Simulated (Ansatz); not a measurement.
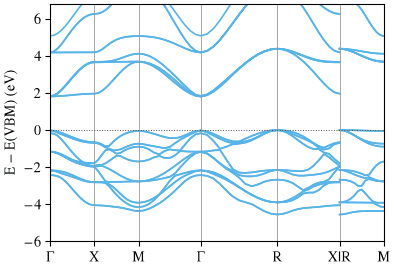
Fig. 1. Band structure from PBEsol with spin–orbit coupling in the plane-wave PAW code Ansatz

**Question.** Read off the gap and where the band edges lie.

**Answer.** About 1.8 eV (1.80 eV by a search for the band edges); maximum at R, minimum at Γ.

The material is BaTiO$_{3}$ (cubic perovskite, Pm-3m).

This is a known high-temperature phase of the composition, computed here at zero pressure and temperature. The PBEsol relaxation kept the symmetry of its start; its stability against distortions is not shown here. The run is not spin-polarised.

Potentials: the later of the program's two PAW sets.
